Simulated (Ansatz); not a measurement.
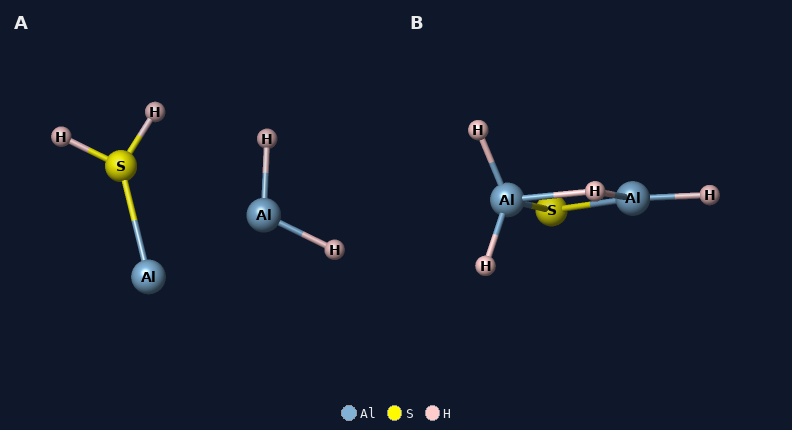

2 stationary structures of one formula. Geometries: PBE0-D4/def2-TZVP. Electronic energies: ωB97M-V/def2-TZVPP (Ansatz 0.2.0), without zero-point energy. No frequency run is at hand to confirm each as a minimum. Each is one conformer, not always the lowest.

Which is lowest in energy, and by how much?

B is lowest (Cs); A lies 3.584 eV above it.
